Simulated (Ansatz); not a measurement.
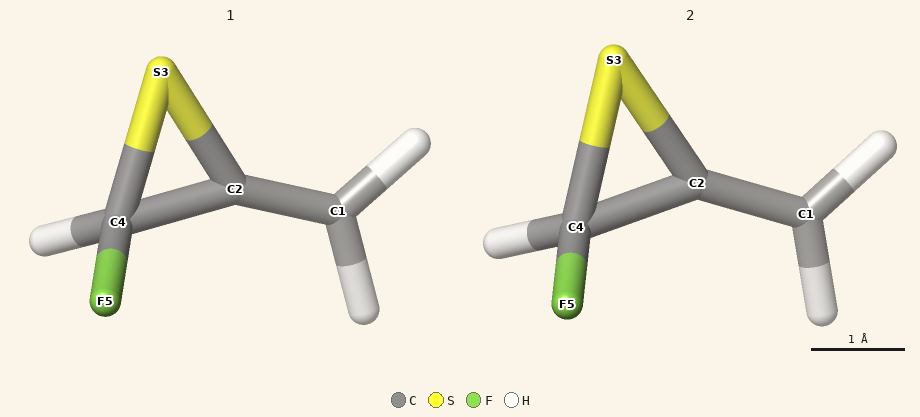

Two geometries of C$_{3}$H$_{3}$FS (coarse preliminary run), drawn at one scale. One is the start of a relaxation, the other its converged end. A stick model, seen at a tilt.

The calculation used RKS PBE-D4/def2-SVP in Ansatz 0.2.0. (force threshold 0.03 eV/Å; at most 200 steps)

**Which one is relaxed?**

Structure 2 is the relaxed one. The start comes from a force field. The largest move after the best rigid fit is that of the S atom, 0.16 Å. By element the largest moves are S 0.16 Å, C 0.09 Å, H 0.08 Å, F 0.07 Å. Among the contacts that change: C–S 1.702 → 1.859 Å, C–S 1.632 → 1.758 Å, C–C 1.368 → 1.452 Å, C–F 1.439 → 1.357 Å. Bond angles that change, for instance: C–C–C 152.4° → 146.0°, H–C–H 113.5° → 118.6°, C–C–S 139.1° → 143.8°. Over 6 geometry steps the energy falls by 0.893 eV. The largest force component goes from 5.8 to 0.025 eV/Å.
